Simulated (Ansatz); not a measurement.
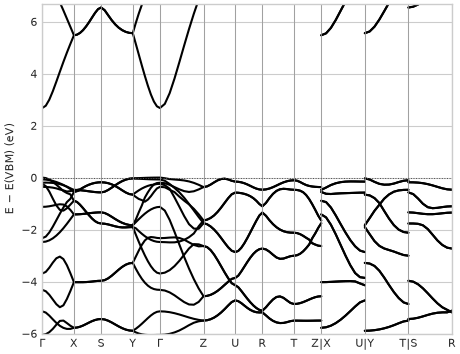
Figure. Band structure from r²SCAN (plane waves, PAW; program Ansatz)

**Question.** Read off the gap and where the band edges lie.

**Answer.** About 2.7 eV (2.68 eV by a search for the band edges); maximum at Γ, minimum at Γ.

The material is InHO2 in space group Pnnm (No. 58; In on 2a, H on 2c, O on 4g).

The first step of the workflow began from a Materials Project structure, measured or hypothetical; the Crystallography Open Database copy checked does not list it. COD files the formula under space group No. 31, so this cell is another polymorph or a model. Its standing as an ambient phase is unchecked. Symmetry was held in the r²SCAN relaxation; its stability against distortions is not shown here. Scalar-relativistic: spin–orbit coupling is off unless named, which matters more the heavier the elements.

Potentials: the later of the program's two PAW sets.
